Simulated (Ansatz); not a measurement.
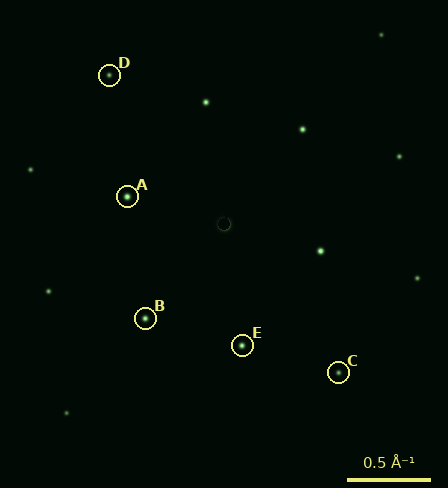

Simulated selected-area electron diffraction pattern (120 kV, kinematic approximation, thin crystal, B = 0.8 Å² for all atoms). The zone axis points towards the electron source and the pattern is seen from the source side.

Crystal: Ta, space group Im-3m (No. 229), a = 3.30 Å. Structure: the input geometry of an electronic-structure calculation (not necessarily at equilibrium).

Spot A is indexed 0 0 -2 and spot B -1 2 -1.

What are the indices of the remaining marked spots?

Answer. C = −2A + B = -1 2 3 (d = 0.883 Å). D = 2A − B = 1 -2 -3 (d = 0.883 Å). E = −A + B = -1 2 1 (d = 1.349 Å).

Find the zone axis.

Answer. The cross product of A and B is parallel to [210]; every spot obeys hu + kv + lw = 0.

What are the spacings of A and B and the angle between them?

Answer. d(A) = 1.652 Å, d(B) = 1.349 Å, and the angle is 65.9°.
